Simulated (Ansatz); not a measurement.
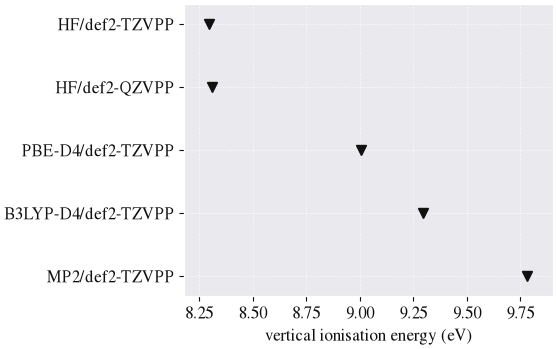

Vertical ionisation energy of C₃H₇N, SMILES NC1CC1, taken as the energy of the cation less that of the neutral at fixed geometry (unrestricted doublet cation, cores frozen in correlated methods, no spin-orbit coupling), the Ansatz code, at a PBE0-D4/def2-TZVP geometry (a minimum by its frequencies).

> What range do the values span?

From 8.30 eV (HF/def2-TZVPP) to 9.78 eV (MP2/def2-TZVPP).

> Give the values.

| level | eV |
| --- | --- |
| HF/def2-TZVPP | 8.30 |
| HF/def2-QZVPP | 8.31 |
| PBE-D4/def2-TZVPP | 9.01 |
| B3LYP-D4/def2-TZVPP | 9.29 |
| MP2/def2-TZVPP | 9.78 |
